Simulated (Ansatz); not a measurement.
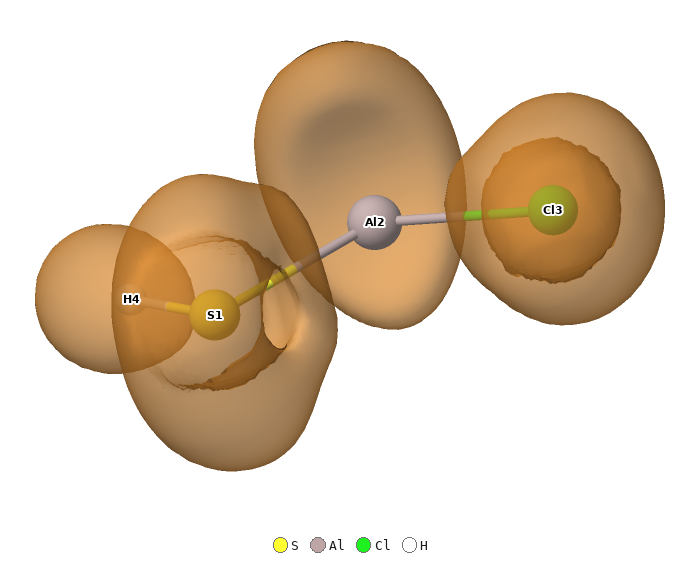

Figure. AlClHS (doublet). Isosurface of the electron localisation function at 0.8 (orange), seen at an oblique angle. Core shells and regions of very low density are left out.

Geometry: PBE0-D4/def2-TZVP.

Method: UKS PBE0-D4/def2-TZVPP (Ansatz).

> Identify the bonds, lone pairs and shells in this picture.

At this value the surface marks out one region around a hydrogen nucleus, one region on S in which the atom's valence shell and bonds are merged, one lobe on Al, pointing away from the bonds (non-bonding electrons) and one region wrapped around Cl (its valence shell).

Values along the shortest contacts:
Al–Cl (2.11 Å): the ELF peaks at about 0.85 in the valence shell of Cl, 0.9 Å from its nucleus, and is about 0.80 at the midpoint. Al–S (2.19 Å): the ELF peaks at about 0.90 in the valence shell of S, 1.0 Å from its nucleus, and is about 0.85 at the midpoint.
